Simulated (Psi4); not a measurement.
# SF (Monosulfur monofluoride): UBP86/6-31G(d) (density fitting with def2-universal-jkfit, spherical functions, sweep point 3)

Aim: the vertical electron affinity of SF (Monosulfur monofluoride) at UBP86/6-31G* (density fitting with def2-universal-jkfit, spherical functions, sweep point 3), from 2 runs. 

The calculation is run with Psi4 1.11.

## (1) Starting point

The species is SF (2 atoms), meant as a doublet with charge 0. As SMILES, `F[S]`. The shape is that of a GFN2-xTB optimisation.

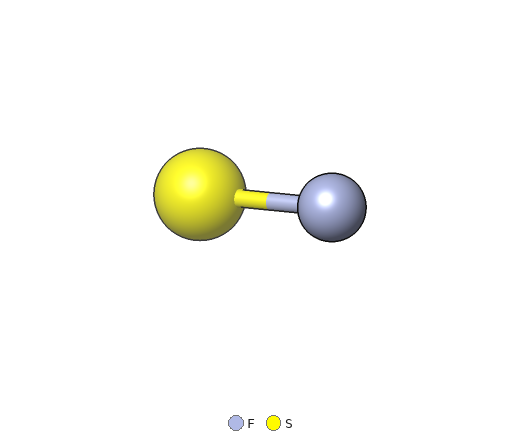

Viewed from a chosen angle; fluorine light blue, sulfur yellow.

## (2) A single-point energy at UBP86/6-31G(d) (density fitting with def2-universal-jkfit, spherical functions, sweep point 3)

The input, job.in:

```
memory 1600 MB

molecule {
  0 2
  F      0.000000     0.000000     0.000000
  S      0.000000     0.000000     1.626530
  symmetry c1
}

set {
  basis                6-31G*
  reference            uks
  puream               true
  scf_type             df
  dft_radial_points    99
  dft_spherical_points 590
  df_basis_scf         def2-universal-jkfit
  maxiter              150
}

result = energy('bp86')
print_variables()
```

Launch:

```
$ psi4 -n 1 job.in job.out
```

job.out:

```text
[...]
  Running in c1 symmetry.
[...]
  Nuclear repulsion =   46.849131793744959
[...]
  Multiplicity = 2
[...]
  Nalpha       = 13
  Nbeta        = 12
[...]
    Number of basis functions: 32
[...]
   @DF-UKS iter   1:  -497.94893908158781   -1.90138e-01   6.78367e-03 DIIS/ADIIS
[...]
   @DF-UKS iter   8:  -497.96844529822965   -1.09088e-08   6.87864e-07 DIIS
[...]
   @S^2 Observed:                7.515594052E-01
[...]
    Orbital Energies [Eh]
    ---------------------
    Alpha Occupied:
       1A    -88.185424     2A    -24.339672     3A     -7.756790
       4A     -5.783862     5A     -5.781416     6A     -5.763463
       7A     -1.130162     8A     -0.657706     9A     -0.449355
      10A     -0.423256    11A     -0.402383    12A     -0.260389
      13A     -0.220710
    Alpha Virtual:
      14A     -0.097432    15A      0.224413    16A      0.292828
      17A      0.313432    18A      0.315672    19A      0.597353
      20A      0.632328    21A      0.650871    22A      0.652455
      23A      0.805046    24A      1.161522    25A      1.168650
[...]
  @DF-UKS Final Energy:  -497.96844529822965
   => Energetics <=
    Nuclear Repulsion Energy =             46.8491317937449594
    One-Electron Energy =                -781.9975094292864242
    Two-Electron Energy =                 273.3234604154664567
    DFT Exchange-Correlation Energy =     -36.1435280781546311
    Empirical Dispersion Energy =           0.0000000000000000
    VV10 Nonlocal Energy =                  0.0000000000000000
    Total Energy =                       -497.9684452982296534
[...]
 Multipole Moments:
 ------------------------------------------------------------------------------------
     Multipole            Electronic (a.u.)      Nuclear  (a.u.)        Total (a.u.)
 ------------------------------------------------------------------------------------
 L = 1.  Multiply by 2.5417464519 to convert [e a0] to [Debye]
 Dipole X            :         -0.0000000            0.0000000           -0.0000000
 Dipole Y            :          0.0000000            0.0000000            0.0000000
 Dipole Z            :         -0.7097161            0.9784726            0.2687565
 Magnitude           :                                                    0.2687565
[...]
```

Wall time 3.3 s (1 thread of Intel Xeon Platinum 8488C (Sapphire Rapids), shared host); peak memory 0.29 GiB.

## (3) The singlet anion at the same level

The input, fs.inp:

```
memory 1600 mb

molecule system {
  -1 1
  F      0.000000     0.000000     0.000000
  S      0.000000     0.000000     1.626530
  units angstrom
  symmetry c1
}

set {
  basis                6-31G*
  puream               true
  scf_type             df
  dft_radial_points    99
  dft_spherical_points 590
  df_basis_scf         def2-universal-jkfit
}

energy_value, wavefunction = energy('bp86', return_wfn=True)
```

Launch:

```
$ psi4 -i fs.inp -o fs.out -n 1
```

fs.out:

```text
[...]
  Running in c1 symmetry.
[...]
  Nuclear repulsion =   46.849131793744959
[...]
  Multiplicity = 1
[...]
  Nalpha       = 13
  Nbeta        = 13
[...]
    Number of basis functions: 32
[...]
   @DF-RKS iter   1:  -497.91639988918223   -1.57599e-01   1.30039e-02 DIIS/ADIIS
[...]
   @DF-RKS iter   8:  -498.02292805562826   -2.42488e-09   1.79218e-07 DIIS
[...]
    Orbital Energies [Eh]
    ---------------------
    Doubly Occupied:
       1A    -87.826073     2A    -24.005298     3A     -7.397059
       4A     -5.427324     5A     -5.409913     6A     -5.409913
       7A     -0.807847     8A     -0.315962     9A     -0.125216
      10A     -0.093686    11A     -0.093686    12A      0.095778
      13A      0.095778
[...]
  @DF-RKS Final Energy:  -498.02292805562826
   => Energetics <=
    Nuclear Repulsion Energy =             46.8491317937449594
    One-Electron Energy =                -790.3690916750501856
    Two-Electron Energy =                 281.9702928671376867
    DFT Exchange-Correlation Energy =     -36.4732610414607024
    Empirical Dispersion Energy =           0.0000000000000000
    VV10 Nonlocal Energy =                  0.0000000000000000
    Total Energy =                       -498.0229280556282561
[...]
 Multipole Moments:
 ------------------------------------------------------------------------------------
     Multipole            Electronic (a.u.)      Nuclear  (a.u.)        Total (a.u.)
 ------------------------------------------------------------------------------------
 L = 1.  Multiply by 2.5417464519 to convert [e a0] to [Debye]
 Dipole X            :          0.0000000            0.0000000            0.0000000
 Dipole Y            :          0.0000000            0.0000000            0.0000000
 Dipole Z            :         -1.5068798            0.9784726           -0.5284072
 Magnitude           :                                                    0.5284072
[...]
```

It took 2.8 s on 1 thread of Intel Xeon Platinum 8488C (Sapphire Rapids), shared host; peak memory 0.29 GiB.

## (4) What came out

Level: UBP86/6-31G* (density fitting with def2-universal-jkfit, spherical functions, sweep point 3).

| quantity | value |
| --- | --- |
| doublet SF: total energy | -497.96845 Eh |
| doublet SF: dipole moment | 0.68 D |
| doublet SF: HOMO energy (highest over α and β) | -5.71 eV |
| doublet SF: LUMO energy (lowest over α and β) | -5.54 eV |
| doublet SF: ⟨S²⟩ | 0.752 |
| singlet anion: total energy | -498.02293 Eh |
| singlet anion: HOMO energy | 2.61 eV |
| singlet anion: LUMO energy | 5.87 eV |
| singlet anion: HOMO–LUMO gap (to an unbound level, set by the basis) | 3.26 eV |
| vertical electron affinity (to the singlet anion) | 1.483 eV |

At fixed nuclei the extra electron is bound by 1.48 eV (143 kJ/mol). The basis has no diffuse functions, so the error can be as large as this value. The HOMO (singlet anion) lies at positive energy, 2.61 eV, as semi-local functionals often give for anions; only total energies tell whether the electron is bound.
